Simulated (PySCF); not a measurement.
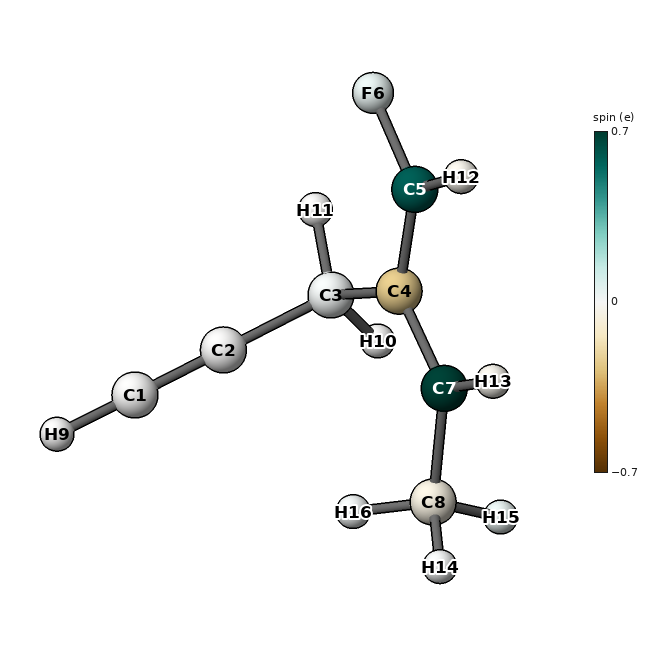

Atoms are coloured by their Mulliken spin populations. Charge 0, doublet. The geometry was computed by an optimisation with GFN2-xTB. No frequency run is at hand to confirm it as a minimum. Method: UKS B3LYP, pcH-1 on C F H, non-relativistic (PySCF 2.14.0).

Give the Mulliken spin populations atom by atom.

```csv
atom,value (e)
C1,0.00
C2,0.00
C3,0.01
C4,−0.25
C5,0.58
F6,0.04
C7,0.68
C8,−0.06
H9,0.00
H10,0.00
H11,0.00
H12,−0.03
H13,−0.03
H14,0.01
H15,0.04
H16,0.01
```

Mulliken values depend strongly on the basis set.
